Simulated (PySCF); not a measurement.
**TaO₂H: relaxation and vibrations of the singlet**

The task is one start of a wider search on TaO₂H: the singlet, from a T-shaped (ligand arrangement 1) start. It is relaxed, tested by its Hessian and followed downhill if it is a saddle.

The runs use PySCF 2.14.0; PBE0, basis Ta def2-TZVP with ECP60, O def2-TZVP, H def2-TZVP, scalar-relativistic core potentials, no spin–orbit coupling, density fitting.

## 1. Starting geometry

4 atoms, charge 0, spin multiplicity 1.

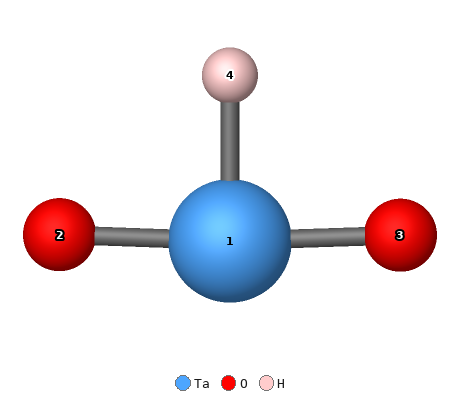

The starting geometry (tantalum blue, oxygen red, hydrogen pink); atoms are numbered from 1 in the order of the file.

```xyz
4
charge 0 multiplicity 1
Ta    0.0000    0.0000    0.0000
O     1.8289    0.0000    0.0639
O    -1.8289    0.0000    0.0639
H     0.0000    0.0000    1.7800
```

## 2. First SCF at the start

One driver script runs all steps and calls PySCF; scf.py shows how it sets up the SCF of each step. The optimiser is the driver's own. After this first run the driver tries any further starts and a stability analysis.

The input, scf.py:

```python
from pyscf import gto, scf, dft
mol = gto.M(atom='''
Ta     0.000000     0.000000     0.000000
O      1.828900     0.000000     0.063900
O     -1.828900     0.000000     0.063900
H      0.000000     0.000000     1.780000''',
    basis={'Ta': 'def2-TZVP', 'O': 'def2-TZVP', 'H': 'def2-TZVP'},
    ecp={'Ta': 'def2-TZVP'},
    charge=0, spin=0)
mf = dft.RKS(mol, xc='PBE0')
mf.grids.atom_grid = (50, 194)
aux = {'Ta': 'def2-universal-JKFIT', 'O': 'def2-universal-JKFIT', 'H': 'def2-universal-JKFIT'}
mf = mf.density_fit(auxbasis=aux)
mf.conv_tol = 1e-08
mf.diis_space = 10
mf.max_cycle = 60
mf.init_guess = 'minao'
mf.verbose = 4
mf.kernel()
```

Run with:

```bash
$ OMP_NUM_THREADS=4 python axn.py task.json out
```

Further steps of the session: Relaxing the singlet from the T-shaped (ligand arrangement 1) start; Hessian and properties; Downhill along the imaginary mode; Frequencies.

**Question.** What will these runs give? Wanted: minimum; geometry; wavenumbers; dipole moment; highest occupied, lowest empty level; polar-tensor charge of Ta1; zero-point energy; atomisation energy.

The runs gave:

```
                                 quantity                                                               value
                                  minimum                                                         singlet, Cs
                                 geometry  Ta–H 1.779 Å, Ta–O 1.722 Å (×2); H–Ta–O 101.4° (×2), O–Ta–O 105.8°
                       wavenumbers (cm⁻¹)      338 (a'), 489 (a'), 650 (a''), 960 (a''), 1025 (a'), 1870 (a')
                            dipole moment                                                              6.40 D
     highest occupied, lowest empty level                                                     -8.18, -3.49 eV
               polar-tensor charge of Ta1                                                             +1.72 e
                        zero-point energy                                                         31.9 kJ/mol
                      entropy at 298.15 K                                                     285.1 J/(mol K)
atomisation energy (no zero-point energy)                                                         1709 kJ/mol
```

The T-shaped (ligand arrangement 1) start (C2v) ends in a minimum of Cs symmetry, after a stop at a saddle point 63.6 kJ/mol higher, from which it was pushed off along an imaginary mode. The strongest infrared band lies at 960 cm⁻¹ (a'', stretch). With 6.4 D the molecule is strongly polar. Only this shape and spin were tried, so other structures or states may lie lower. Spin–orbit coupling, left out here, can matter for elements this heavy.
